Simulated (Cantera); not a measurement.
Charge: 1 mol CO2, 0.6 mol SO2, a varied amount of O2, equilibrated at 1023.15 K and 3.20 mbar.

Method: chemical equilibrium by Gibbs-energy minimisation in Cantera with the NASA 1993 tables (ideal gas, pure condensed phases). Candidate condensed phases: C, S; 22 gas species. Equilibrium is a limit: real reactors are often held back by kinetics, nucleation or transport.

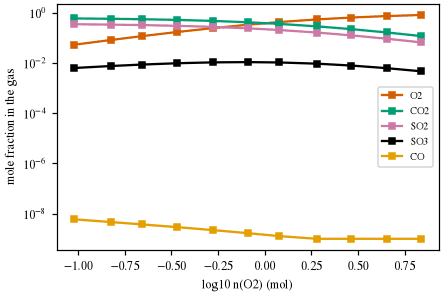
*Equilibrium gas composition (values under 1e-9 drawn at 1e-9)*

**Question.** Read off the mole fractions at 6.9 mol O2.

**Answer.** O2 about 0.81, CO2 about 0.12, SO2 about 0.066, SO3 about 0.0047.
